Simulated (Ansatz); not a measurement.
# CH2FGaO: shape, modes and thermochemistry

What shape does CH2FGaO take? The plan is to relax it, then compute its harmonic vibrations to see whether it is a minimum and to get the zero-point energy and entropy, and look at its orbitals and charge.

Computed with Ansatz 0.2.0, Gaussian basis. Level: RKS PBE0-D4/def2-TZVP.

The runs, in order: relaxation at PBE-D4/def2-SVP; relaxation at PBE0-D4/def2-TZVP; harmonic vibrations at the same level; a single point in def2-TZVPP for the fields.

## Step 1: The system as given

SMILES `O=[CH][GaH][F]`, 6 atoms, charge 0, spin multiplicity 1.

Atoms are counted from 1 here; the program's logs count them from 0.

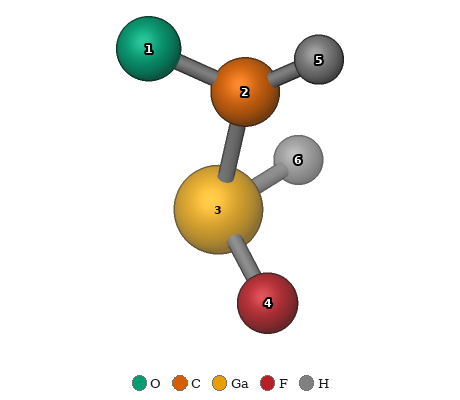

The starting geometry (oxygen teal, carbon orange, gallium amber, fluorine red, hydrogen grey); atoms are numbered from 1 in the order of the file.

As a file:

| atom | x (Å) | y (Å) | z (Å) |
| --- | --- | --- | --- |
| O1 | 1.64230 | -0.52750 | -0.60010 |
| C2 | 0.48840 | 0.03600 | -0.64750 |
| Ga3 | -0.26450 | -0.22490 | 1.09110 |
| F4 | -1.52970 | -1.03140 | 0.49620 |
| H5 | 0.14660 | 0.50480 | -1.57610 |
| H6 | -0.44110 | 1.17900 | 1.19020 |

The start is a force-field geometry with small random shifts, so a cheaper pass at PBE-D4/def2-SVP comes first.

## Step 2: Optimising with PBE-D4/def2-SVP (cheap first pass)

Contents of in.yaml:

```yaml
crystal:
  periodic: [false, false, false]
  atoms:
    - {symbol: O, position_ang: [1.642300, -0.527500, -0.600100]}
    - {symbol: C, position_ang: [0.488400, 0.036000, -0.647500]}
    - {symbol: Ga, position_ang: [-0.264500, -0.224900, 1.091100]}
    - {symbol: F, position_ang: [-1.529700, -1.031400, 0.496200]}
    - {symbol: H, position_ang: [0.146600, 0.504800, -1.576100]}
    - {symbol: H, position_ang: [-0.441100, 1.179000, 1.190200]}
basis:
  gaussian: {orbitals: def2-SVP}
hamiltonian: {xc: pbe, dispersion: d4}
relax: {f_tol: 0.03, max_steps: 200}
```

Run with:

```console
> ansatz run in.yaml --threads 2 --pin off --events-out ev --progress --plain --max-ram 4352MiB
```

Standard output (excerpt; [...] marks lines left out):

```text
Functional definition: PBE
  name "PBE"
  cite "Perdew, Burke & Ernzerhof, Phys. Rev. Lett. 77, 3865 (1996) doi:10.1103/PhysRevLett.77.3865"
  parent pbe
[...]
920 factors; their error is unknown
[...]
mean field -58183.00018906 eV, -2138.1858190939 hartree, gradient 1.0e-5 eV, S^2 0.000000; 1 other end points of the search recorded, 0 dependent functions left out
[...]
reference -58183.00022387 eV, -2138.1858203731 hartree; 28, 28 occupied and 56, 56 virtual orbitals, 920 factors
relax step   1: F+E_penalty+E_count = -58183.10663178 eV  Δ(F+E_penalty+E_count) = +0.000e0 eV  max|allowed force component| = 5.333e0 eV/Å  Δτ_max = 0.0000 Å  (71 SCF iters, accepted)
[...]
relax step   9: F+E_penalty+E_count = -58186.38866828 eV  Δ(F+E_penalty+E_count) = -9.998e-3 eV  max|allowed force component| = 4.666e-1 eV/Å  Δτ_max = 0.0782 Å  (30 SCF iters, accepted)
[...]
relax step  17: F+E_penalty+E_count = -58186.40876903 eV  Δ(F+E_penalty+E_count) = -1.221e-3 eV  max|allowed force component| = 2.683e-1 eV/Å  Δτ_max = 0.0544 Å  (29 SCF iters, accepted)
[...]
relax step  25: F+E_penalty+E_count = -58186.41841594 eV  Δ(F+E_penalty+E_count) = -1.194e-3 eV  max|allowed force component| = 5.382e-2 eV/Å  Δτ_max = 0.0548 Å  (30 SCF iters, accepted)
[...]
relax step  31: F+E_penalty+E_count = -58186.42012919 eV  Δ(F+E_penalty+E_count) = -8.648e-5 eV  max|allowed force component| = 5.691e-2 eV/Å  Δτ_max = 0.0138 Å  (29 SCF iters, accepted)
[...]
relax step  32: F+E_penalty+E_count = -58186.42018160 eV  Δ(F+E_penalty+E_count) = -5.240e-5 eV  max|allowed force component| = 2.719e-2 eV/Å  Δτ_max = 0.0104 Å  (29 SCF iters, accepted)
920 factors; their error is unknown
[...]
mean field -58186.32444942 eV, -2138.3079834091 hartree, gradient 2.0e-5 eV, S^2 0.000000; 1 other end points of the search recorded, 0 dependent functions left out
[...]
reference -58186.32448466 eV, -2138.3079847039 hartree; 28, 28 occupied and 56, 56 virtual orbitals, 920 factors
Total energy: -58186.42021683 eV, -2138.3115027964 hartree
Atom 0 at     1.844191     0.425825    -0.809454 Å, force    -0.027189    -0.012353    -0.003607 eV/Å
Atom 1 at     0.727305    -0.047299    -0.868961 Å, force     0.023848     0.009680    -0.002104 eV/Å
Atom 2 at    -0.515619     0.070723     0.759033 Å, force    -0.001517    -0.001981    -0.001795 eV/Å
Atom 3 at    -2.114617    -0.674010     0.516795 Å, force     0.004034     0.001769    -0.000599 eV/Å
Atom 4 at     0.361367    -0.555873    -1.817694 Å, force     0.001690     0.003408     0.008629 eV/Å
Atom 5 at    -0.260627     0.716635     2.174082 Å, force    -0.000866    -0.000523    -0.000524 eV/Å
Dipole moment:     0.068222     0.021640    -0.020242 e Å
```

Wall time 50 s (2 threads of Arm Neoverse V1, shared host).

Relaxation path: (the energy doesn't fall at every step)

| step | energy from step 1 (eV) | largest force component (eV/Å) |
| --- | --- | --- |
| 1 | 0.0000 | 5.3330 |
| 2 | -1.3815 | 2.0758 |
| 3 | -2.4096 | 1.7846 |
| 4 | -2.9997 | 1.5069 |
| 5 | -3.2057 | 1.2474 |
| 6 | -3.2470 | 0.7430 |
| 7 | -3.2629 | 0.8570 |
| 8 | -3.2720 | 0.4890 |
| 9 | -3.2820 | 0.4666 |
| 10 | -3.2838 | 0.2231 |
| 11 | -3.2854 | 0.1881 |
| 12 | -3.2895 | 0.2238 |
| 13 | -3.2920 | 0.0868 |
| 14 | -3.2928 | 0.5647 |
| 15 | -3.2990 | 0.0639 |
| 16 | -3.3009 | 0.1207 |
| 17 | -3.3021 | 0.2683 |
| 18 | -3.3015 | 0.6583 |
| 19 | -3.3043 | 0.1392 |
| 20 | -3.3064 | 0.3773 |
| 21 | -3.3059 | 0.4199 |
| 22 | -3.3085 | 0.1580 |
| 23 | -3.3106 | 0.0485 |
| 24 | -3.3097 | 0.5560 |
| 25 | -3.3118 | 0.0538 |
| 26 | -3.3125 | 0.1578 |
| 27 | -3.3090 | 0.2752 |
| 28 | -3.3131 | 0.0464 |
| 29 | -3.3133 | 0.0765 |
| 30 | -3.3134 | 0.0756 |
| 31 | -3.3135 | 0.0569 |
| 32 | -3.3135 | 0.0272 |

Close pairs (by a distance rule), those that changed most:

| bond | before (Å) | after (Å) | change (Å) |
| --- | --- | --- | --- |
| Ga3–F4 | 1.614 | 1.780 | +0.166 |
| Ga3–H6 | 1.418 | 1.576 | +0.158 |
| C2–Ga3 | 1.913 | 2.052 | +0.139 |
| O1–C2 | 1.285 | 1.214 | -0.071 |
| C2–H5 | 1.095 | 1.137 | +0.042 |

## Step 3: Relaxation at PBE0-D4/def2-TZVP

Contents of in.yaml:

```yaml
crystal:
  periodic: [false, false, false]
  atoms:
    - {symbol: O, position_ang: [1.844191, 0.425825, -0.809454]}
    - {symbol: C, position_ang: [0.727305, -0.047299, -0.868961]}
    - {symbol: Ga, position_ang: [-0.515619, 0.070723, 0.759033]}
    - {symbol: F, position_ang: [-2.114617, -0.674010, 0.516795]}
    - {symbol: H, position_ang: [0.361367, -0.555873, -1.817694]}
    - {symbol: H, position_ang: [-0.260627, 0.716635, 2.174082]}
basis:
  gaussian: {orbitals: def2-TZVP}
hamiltonian: {xc: pbe0, dispersion: d4}
relax: {f_tol: 0.005, max_steps: 150}
```

Same command.

Standard output (excerpt; [...] marks lines left out):

```text
Functional definition: PBE0
  name "PBE0"
  cite "Adamo & Barone, J. Chem. Phys. 110, 6158 (1999) doi:10.1063/1.478522"
  cite "Perdew, Burke & Ernzerhof, Phys. Rev. Lett. 77, 3865 (1996) doi:10.1103/PhysRevLett.77.3865"
  parent pbe
[...]
988 factors; their error is unknown
[...]
mean field -58201.01398950 eV, -2138.8478140499 hartree, gradient 3.5e-5 eV, S^2 0.000000; 0 other end points of the search recorded, 0 dependent functions left out
[...]
reference -58201.01401722 eV, -2138.8478150687 hartree; 28, 28 occupied and 125, 125 virtual orbitals, 988 factors
relax step   1: F+E_penalty+E_count = -58201.09447146 eV  Δ(F+E_penalty+E_count) = +0.000e0 eV  max|allowed force component| = 1.123e0 eV/Å  Δτ_max = 0.0000 Å  (28 SCF iters, accepted)
[...]
988 factors; their error is unknown
[...]
mean field -58201.04109487 eV, -2138.8488101540 hartree, gradient 7.2e-6 eV, S^2 0.000000; 1 other end points of the search recorded, 0 dependent functions left out
[...]
reference -58201.04112254 eV, -2138.8488111706 hartree; 28, 28 occupied and 125, 125 virtual orbitals, 988 factors
Total energy: -58201.12219557 eV, -2138.8517905495 hartree
Atom 0 at     1.823955     0.413302    -0.824141 Å, force    -0.000671    -0.000023     0.000482 eV/Å
Atom 1 at     0.714709    -0.048213    -0.856694 Å, force     0.003274     0.001043    -0.000640 eV/Å
Atom 2 at    -0.500553     0.078856     0.764180 Å, force    -0.004687    -0.001439     0.001089 eV/Å
Atom 3 at    -2.072300    -0.667166     0.484947 Å, force     0.002206     0.000704    -0.000584 eV/Å
Atom 4 at     0.348363    -0.550217    -1.782358 Å, force    -0.001603    -0.000621     0.000204 eV/Å
Atom 5 at    -0.272173     0.709439     2.167866 Å, force     0.001482     0.000336    -0.000552 eV/Å
Dipole moment:     0.039236     0.033167     0.043086 e Å
```

It took 29 s on 2 threads of Arm Neoverse V1, shared host.

The steps of the relaxation: (the energy doesn't fall at every step)

| step | energy from step 1 (eV) | largest force component (eV/Å) |
| --- | --- | --- |
| 1 | 0.0000 | 1.1227 |
| 2 | -0.0254 | 0.1877 |
| 3 | -0.0275 | 0.0626 |
| 4 | -0.0275 | 0.0501 |
| 5 | -0.0258 | 0.1455 |
| 6 | -0.0277 | 0.0140 |
| 7 | -0.0277 | 0.0047 |

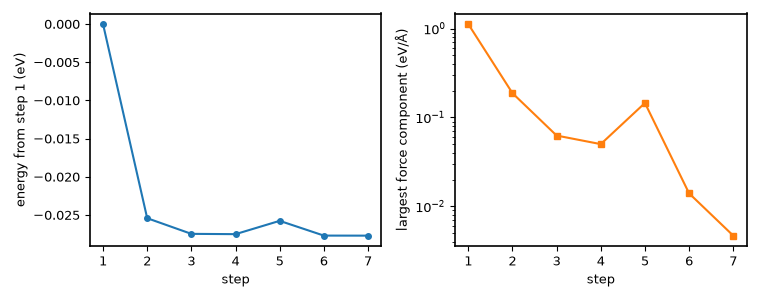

Energy and largest force along the relaxation.

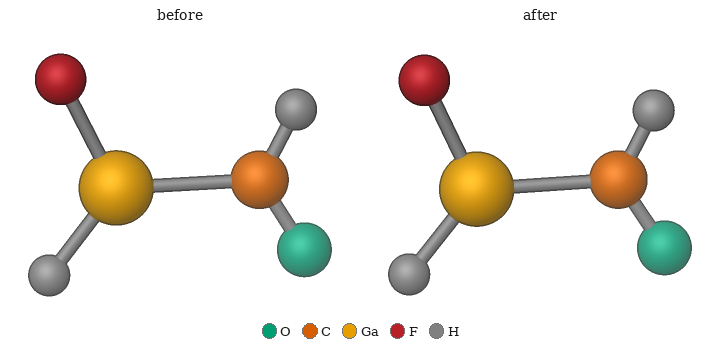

The geometry before (left) and after (right).

Distances of close pairs at the start and the end, largest changes first:

| bond | before (Å) | after (Å) | change (Å) |
| --- | --- | --- | --- |
| C2–H5 | 1.137 | 1.115 | -0.022 |
| C2–Ga3 | 2.052 | 2.030 | -0.022 |
| Ga3–H6 | 1.576 | 1.556 | -0.021 |
| Ga3–F4 | 1.780 | 1.762 | -0.018 |
| O1–C2 | 1.214 | 1.202 | -0.013 |

Mulliken charges at the end point, from the run's report:

| atom | value (e) |
| --- | --- |
| O1 | -0.22 |
| C2 | -0.03 |
| Ga3 | 0.57 |
| F4 | -0.39 |
| H5 | 0.11 |
| H6 | -0.04 |

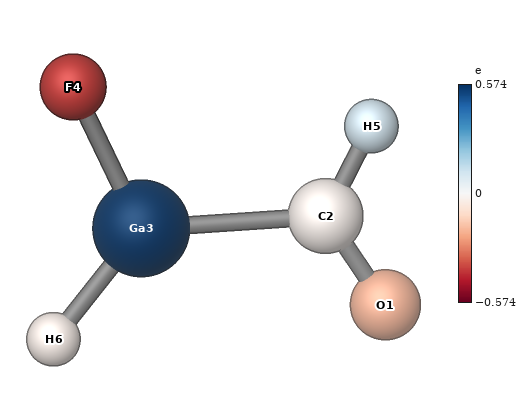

Mulliken charges at the end point, from the run's report, as colours on the atoms.

## Step 4: Force constants and modes

Contents of in.yaml:

```yaml
crystal:
  periodic: [false, false, false]
  atoms:
    - {symbol: O, position_ang: [1.823955, 0.413302, -0.824141]}
    - {symbol: C, position_ang: [0.714709, -0.048213, -0.856694]}
    - {symbol: Ga, position_ang: [-0.500553, 0.078856, 0.764180]}
    - {symbol: F, position_ang: [-2.072300, -0.667166, 0.484947]}
    - {symbol: H, position_ang: [0.348363, -0.550217, -1.782358]}
    - {symbol: H, position_ang: [-0.272173, 0.709439, 2.167866]}
basis:
  gaussian: {orbitals: def2-TZVP}
hamiltonian: {xc: pbe0, dispersion: d4}
phonons: {temperatures: {t_min: 298.15, t_max: 900, t_step: 200}}
```

Launched as before.

Standard output (excerpt; [...] marks lines left out):

```text
Functional definition: PBE0
  name "PBE0"
  cite "Adamo & Barone, J. Chem. Phys. 110, 6158 (1999) doi:10.1063/1.478522"
  cite "Perdew, Burke & Ernzerhof, Phys. Rev. Lett. 77, 3865 (1996) doi:10.1103/PhysRevLett.77.3865"
  parent pbe
[...]
988 factors; their error is unknown
[...]
mean field -58201.04109483 eV, -2138.8488101526 hartree, gradient 3.3e-5 eV, S^2 0.000000; 0 other end points of the search recorded, 0 dependent functions left out
[...]
reference -58201.04112247 eV, -2138.8488111682 hartree; 28, 28 occupied and 125, 125 virtual orbitals, 988 factors
[...]
988 factors; their error is unknown
mean field -58201.04088239 eV, -2138.8488023454 hartree, gradient 3.0e-6 eV, S^2 0.000000; 0 other end points of the search recorded, 0 dependent functions left out
[...]
reference -58201.04091002 eV, -2138.8488033607 hartree; 28, 28 occupied and 125, 125 virtual orbitals, 988 factors
[...]
reference -58201.04107448 eV, -2138.8488094046 hartree; 28, 28 occupied and 125, 125 virtual orbitals, 988 factors
Total energy: -58201.12219550 eV, -2138.8517905472 hartree
Atom 0 at     1.823955     0.413302    -0.824141 Å, force    -0.000714    -0.000039     0.000482 eV/Å
Atom 1 at     0.714709    -0.048213    -0.856694 Å, force     0.003322     0.001060    -0.000637 eV/Å
Atom 2 at    -0.500553     0.078856     0.764180 Å, force    -0.004685    -0.001433     0.001096 eV/Å
Atom 3 at    -2.072300    -0.667166     0.484947 Å, force     0.002201     0.000701    -0.000585 eV/Å
Atom 4 at     0.348363    -0.550217    -1.782358 Å, force    -0.001607    -0.000622     0.000200 eV/Å
Atom 5 at    -0.272173     0.709439     2.167866 Å, force     0.001483     0.000334    -0.000556 eV/Å
Dipole moment:     0.039236     0.033166     0.043085 e Å
Vibrations: 43.82 104.94 288.43 413.77 544.73 622.59 672.13 813.66 1366.39 1769.38 2021.10 2844.11 cm⁻¹, zero-point energy 0.713222 eV
```

Wall time 84 s (2 threads of Arm Neoverse V1, shared host).

Motions are named by where the mode's potential energy lies. Wavenumbers, unscaled:

| mode | cm⁻¹ | motion |
| --- | --- | --- |
| 1 | 44 | torsion |
| 2 | 105 | bend |
| 3 | 288 | bend with Ga–C stretch |
| 4 | 414 | torsion |
| 5 | 545 | bend with Ga–C stretch |
| 6 | 623 | bend |
| 7 | 672 | Ga–F stretch |
| 8 | 814 | torsion with out-of-plane bend |
| 9 | 1366 | bend |
| 10 | 1769 | C–O stretch |
| 11 | 2021 | Ga–H stretch |
| 12 | 2844 | C–H stretch |

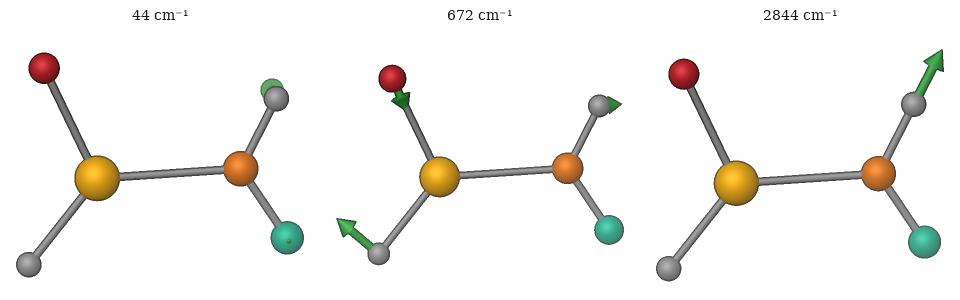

How the atoms move in 3 of the modes.

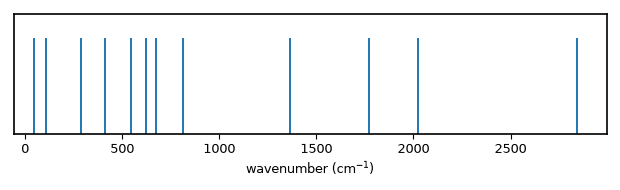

The harmonic wavenumbers as sticks (no intensities were computed).

Ideal gas, rigid rotor and harmonic oscillator at 298.15 K and 1 bar, with symmetry number 1:

| term | value |
| --- | --- |
| zero-point energy | 68.8 kJ/mol |
| H(298) − E | 86.2 kJ/mol |
| entropy, translation | 168.4 J/(mol K) |
| entropy, rotation | 107.0 J/(mol K) |
| entropy, vibration | 51.7 J/(mol K) |
| entropy, total | 327.1 J/(mol K) |

## Step 5: Orbitals, density and potential

in.yaml, as its differences from that of step 4:

```diff
@@ -10,4 +10,4 @@
 basis:
-  gaussian: {orbitals: def2-TZVP}
+  gaussian: {orbitals: def2-TZVPP}
 hamiltonian: {xc: pbe0, dispersion: d4}
-phonons: {temperatures: {t_min: 298.15, t_max: 900, t_step: 200}}
+output: {orbitals: {seedname: orbitals}}
```

The command is unchanged.

Standard output:

```text
Functional definition: PBE0
  name "PBE0"
  cite "Adamo & Barone, J. Chem. Phys. 110, 6158 (1999) doi:10.1063/1.478522"
  cite "Perdew, Burke & Ernzerhof, Phys. Rev. Lett. 77, 3865 (1996) doi:10.1103/PhysRevLett.77.3865"
  parent pbe
  parameter a = 0.25
  parameter kappa = 0.804
  parameter beta = 0.06672455060314922
  exchange = (1 - a)*pbe_x(kappa = kappa, mu = beta*pi^2/3) + a*exact_x
  correlation = pbe_c(beta = beta)
1018 factors; their error is unknown
mean field evaluation 1: about -58195.1912 eV, gradient 6.0e1 eV
mean field evaluation 2: about -58179.8705 eV, gradient 1.1e2 eV
mean field evaluation 4: about -58200.7814 eV, gradient 6.7e0 eV
mean field evaluation 8: about -58200.8541 eV, gradient 2.0e-1 eV
mean field evaluation 16: about -58201.0582 eV, gradient 2.9e-5 eV
mean field -58201.05817255 eV, -2138.8494377470 hartree, gradient 2.9e-5 eV, S^2 0.000000; 0 other end points of the search recorded, 0 dependent functions left out
reference -58201.05820023 eV, -2138.8494387644 hartree; 28, 28 occupied and 141, 141 virtual orbitals, 1018 factors
Total energy: -58201.13927326 eV, -2138.8524181433 hartree
```

Wall time 3 s (2 threads of Arm Neoverse V1, shared host).

The fields below are evaluated on a grid from the run's orbitals.

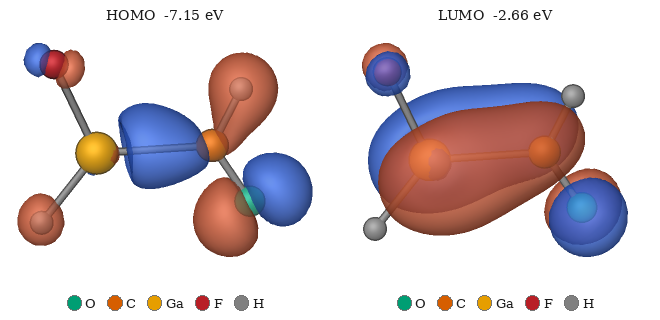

Frontier orbitals at PBE0-D4/def2-TZVPP; each surface holds 70 % of the orbital's density, blue and red mark the sign.

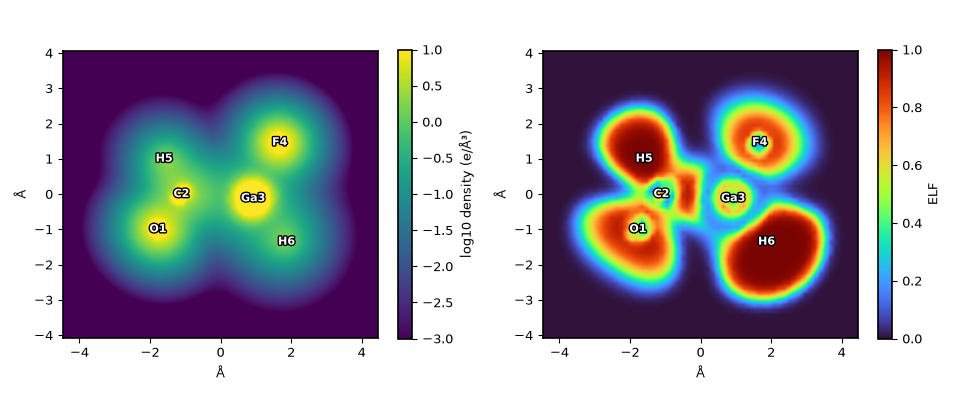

Density (left) and ELF (right) in a plane through or near 6 of the atoms.

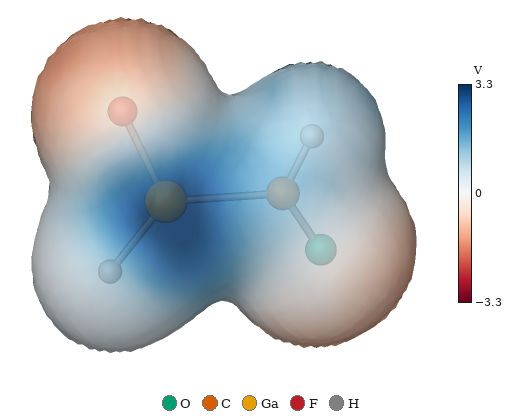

The potential that a unit positive charge feels on the 0.002 e/bohr³ surface, from the 1st to the 99th percentile, from -1.33 V near F4 to 3.30 V near Ga3.

## Step 6: What came out

| quantity | value |
| --- | --- |
| point group | Cs |
| steps | 32 + 7 |
| shift from the start (rms) | 0.832 Å |
| total energy | -58201.1222 eV |
| dispersion term | -81 meV |
| dipole moment | 0.32 D |
| lowest, highest wavenumber | 44, 2844 cm⁻¹ |
| zero-point energy | 68.8 kJ/mol |
| entropy at 298.15 K | 327.1 J/(mol K) |
| HOMO, LUMO | -7.15, -2.66 eV |

In words: The relaxed geometry lies 0.83 Å (rms) from the start; the bond that changed most is Ga3–F4, from 1.614 to 1.762 Å. No mode is imaginary: a true minimum at this level. The stiffest mode, 2844 cm⁻¹, is a C–H stretch, and 2 modes under 200 cm⁻¹ make the vibrational entropy uncertain. Harmonic hybrid wavenumbers usually lie a few per cent above measured fundamentals. The largest Mulliken charge, +0.57 e, sits on Ga3. The HOMO lies mostly on O1 46 %; C2 16 % and the LUMO on Ga3 34 %; C2 27 %.
